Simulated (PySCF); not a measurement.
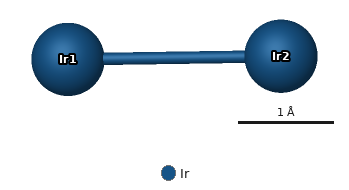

Figure 1. The structure (ball-and-stick view, seen on its broad side; atoms are numbered from 1 in the order of the input). Sticks mark near contacts. Bond lengths as drawn: Ir–Ir 2.26 Å.

# Single-point calculation, with input and output: Ir2 (charge −1)

System: Ir2, charge −1, multiplicity 4.
Method: UKS TPSS, Ir def2-SVP with ECP60; non-relativistic Hamiltonian with a scalar-relativistic core potential; density fitting (PySCF 2.14.0).

It belongs to a series of runs on one base structure; here: finer grid at the relaxed geometry.

### The input
```python
mol = gto.M(atom='''
Ir    -0.00000    -0.00000     1.12859
Ir     0.00000     0.00000    -1.12859''',
    basis={'Ir': 'def2-SVP'},
    ecp={'Ir': 'def2-SVP'},
    charge=-1, spin=3)
mf = dft.UKS(mol, xc='TPSS')
mf.grids.atom_grid = (75, 302)  # f atoms: at least (60, 302), unpruned
mf = mf.density_fit()  # Ir def2-universal-JKFIT
mf.conv_tol = 1e-09; mf.max_cycle = 55
mf.kernel(dm0)
```

The script is an equivalent of the set-up of the self-consistent field. The run itself was carried out by a driver, which started from the orbitals of the step before it where there was one and computed the further properties.

Hardware: 2 threads of Arm Neoverse V1, 24 GiB of memory available, shared host.

Command:
```bash
OMP_NUM_THREADS=2 python <driver script>
```

### The program's output
```
init E= -208.628032898922
  HOMO = 0.0403738308911  LUMO = 0.0609539533845  gap/eV = 0.56001
cycle= 1 E= -208.628034090413  delta_E= -1.19e-06  |g|= 0.000125  |ddm|= 0.00384
  HOMO = 0.0403517065083  LUMO = 0.0609320166065  gap/eV = 0.56002
cycle= 2 E= -208.628034032493  delta_E= 5.79e-08  |g|= 0.000364  |ddm|= 0.00108
  HOMO = 0.0403818987261  LUMO = 0.0609619895001  gap/eV = 0.56001
cycle= 3 E= -208.628034007651  delta_E= 2.48e-08  |g|= 0.000443  |ddm|= 0.00105
  HOMO = 0.0403834248509  LUMO = 0.0609635184522  gap/eV = 0.56001
cycle= 4 E= -208.628034088201  delta_E= -8.06e-08  |g|= 0.000134  |ddm|= 0.000455
  HOMO = 0.0403730028621  LUMO = 0.0609532193464  gap/eV = 0.56002
cycle= 5 E= -208.628034096882  delta_E= -8.68e-09  |g|= 1.8e-05  |ddm|= 0.000255
  HOMO = 0.0403743925645  LUMO = 0.0609546008392  gap/eV = 0.56002
cycle= 6 E= -208.62803409706  delta_E= -1.78e-10  |g|= 6.61e-06  |ddm|= 4.78e-05
  HOMO = 0.0403760854987  LUMO = 0.0609562715969  gap/eV = 0.56002
Extra cycle  E= -208.628034096951  delta_E= 1.09e-10  |g|= 1.57e-05  |ddm|= 4.83e-05
converged SCF energy = -208.628034096951  <S^2> = 3.8035016  2S+1 = 4.026662
```

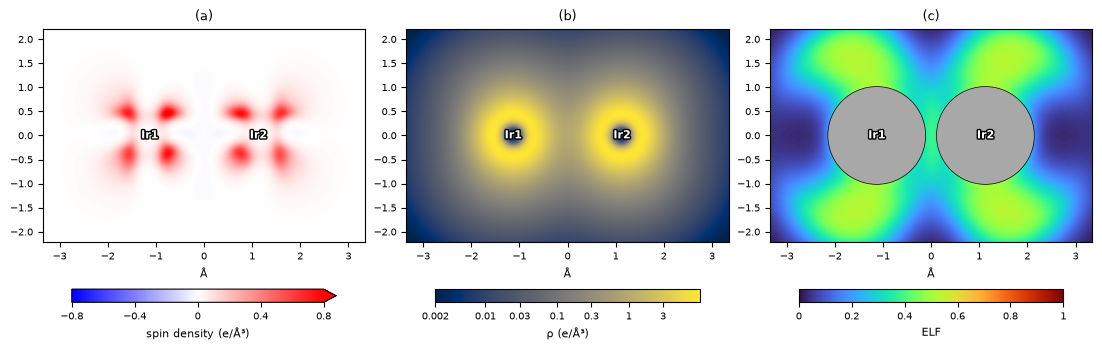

Figure 2. (a) spin density; (b) total electron density; (c) electron localisation function on a plane that holds the molecular axis. Grey discs, where drawn, cover atomic cores. The section cuts through Ir sites. The unpaired spin (3 electrons) lies mostly on Ir1 (about 1.5) and Ir2 (about 1.5), in electrons by Hirshfeld's partition.

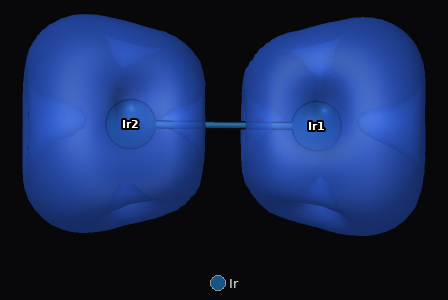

Figure 3. Isosurfaces of the spin density (α minus β) at +0.03 (blue) and −0.03 e/Å³ (red), seen from the side. The unpaired spin (3 electrons) lies mostly on Ir1 (about 1.5) and Ir2 (about 1.5), in electrons by Hirshfeld's partition.

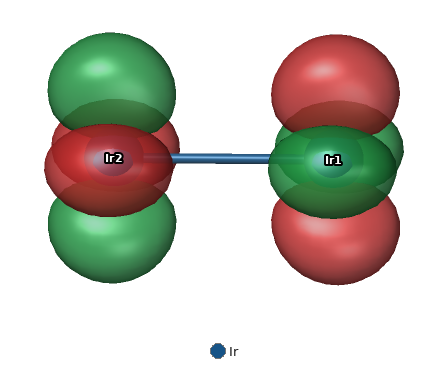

Figure 4. The HOMO (α) at ±0.2 Å⁻³ᐟ² (green and red are the two phases), seen from the side. By Hirshfeld shares it lies mainly on Ir1 (50 %) and Ir2 (50 %); it vanishes on the molecular axis (π type); it is ungerade (odd under inversion). Its energy is 0.68 eV.

### Key numbers

```csv
quantity,value
outcome,converged
total energy,−208.628034 hartree
⟨S²⟩,3.804
largest force (length of the vector),0.029 eV/Å
wall time,7.8 s (CPU time 16 s)
peak memory,0.56 GiB
```

The highest filled orbital lies above zero: either the extra electron isn't bound at this level, or the self-interaction error of the functional lifts the level.
